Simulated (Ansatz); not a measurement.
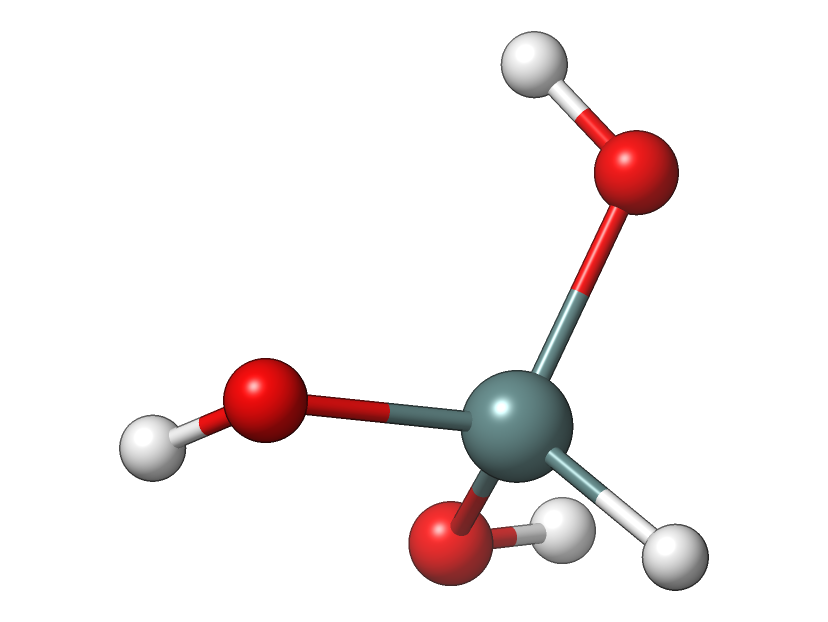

Rendered structure (ball-and-stick style). Colours: oxygen red, germanium teal, hydrogen white.

The geometry was computed by an optimisation with PBE0-D4/def2-TZVP.

Identify the structure.

Formula GeH₄O₃. As SMILES it reads `[OH][GeH]([OH])[OH]`. Coordination: 3 O bent; 1 Ge tetrahedral.

The parts below concern this one geometry. Atoms keep their numbers from picture to picture.

## Shape

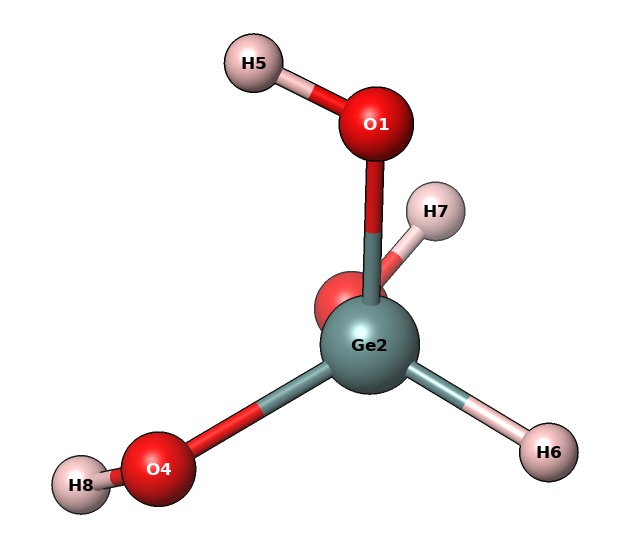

O3 lies behind Ge2. The molecule seen nearly along the Ge2–O3 bond, Ge2 in front. Distant atoms are faded towards the background colour.

Question: What is the torsion angle O1–Ge2–O3–H7? The sign is positive where the front bond must turn clockwise to cover the back bond.

Answer: 44°, synclinal (gauche).

## Thermal motion

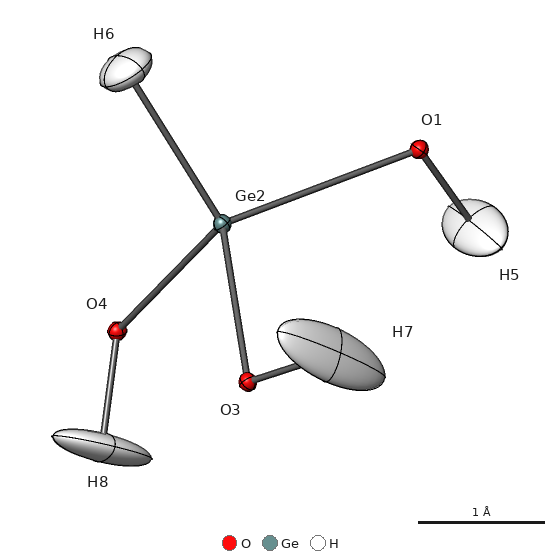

Displacement ellipsoids at the 50 % level, from the internal vibrations of the free molecule (harmonic, no overall translation or rotation; no half-axis is drawn under 0.075 Å). Vibrations computed with RKS PBE0-D4/def2-TZVP (Ansatz 0.2.0). Temperature: 0 K (zero-point motion alone).

Give the displacement parameters, one line for each set of equivalent atoms.

```json
{"atom": "O1", "U_eq (Å²)": "0.0018", "rms amplitudes (Å)": "0.030, 0.040, 0.055"}
{"atom": "Ge2", "U_eq (Å²)": "0.00024", "rms amplitudes (Å)": "0.014, 0.015, 0.017"}
{"atom": "O3", "U_eq (Å²)": "0.0018", "rms amplitudes (Å)": "0.034, 0.043, 0.048"}
{"atom": "O4", "U_eq (Å²)": "0.0018", "rms amplitudes (Å)": "0.032, 0.042, 0.051"}
{"atom": "H5", "U_eq (Å²)": "0.0347", "rms amplitudes (Å)": "0.070, 0.146, 0.279"}
{"atom": "H6", "U_eq (Å²)": "0.0181", "rms amplitudes (Å)": "0.088, 0.149, 0.157"}
{"atom": "H7", "U_eq (Å²)": "0.0538", "rms amplitudes (Å)": "0.076, 0.148, 0.366"}
{"atom": "H8", "U_eq (Å²)": "0.0360", "rms amplitudes (Å)": "0.074, 0.148, 0.284"}
```

## Electronic properties

Properties computed with RKS PBE-D4/def2-TZVPP (Ansatz 0.2.0).

What does the calculation give?

- dipole moment: 1.40 D
- HOMO energy (Kohn–Sham orbital): −7.19 eV
- LUMO energy (Kohn–Sham orbital): −0.72 eV
- HOMO–LUMO gap: 6.47 eV
- dispersion correction: −12.7 kJ/mol

## Vibrations

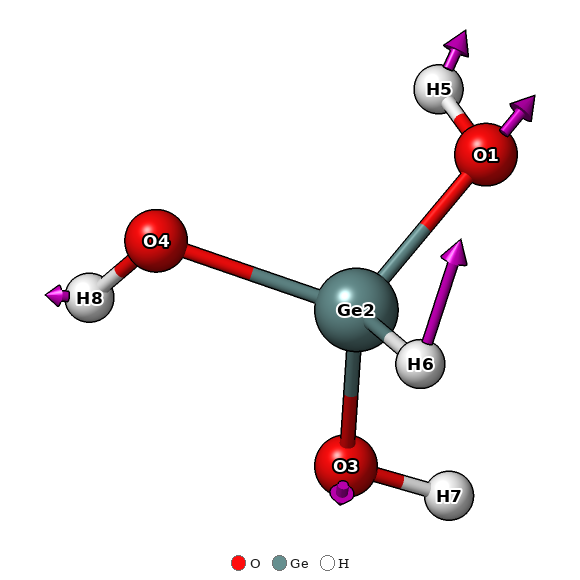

The arrows show one normal mode. Harmonic vibrations computed with RKS PBE0-D4/def2-TZVP (Ansatz 0.2.0) at a stationary point of the same level.

Question: Estimate its harmonic wavenumber.

Answer: 718 cm⁻¹; it is mode 9 of 18 counted from the lowest.
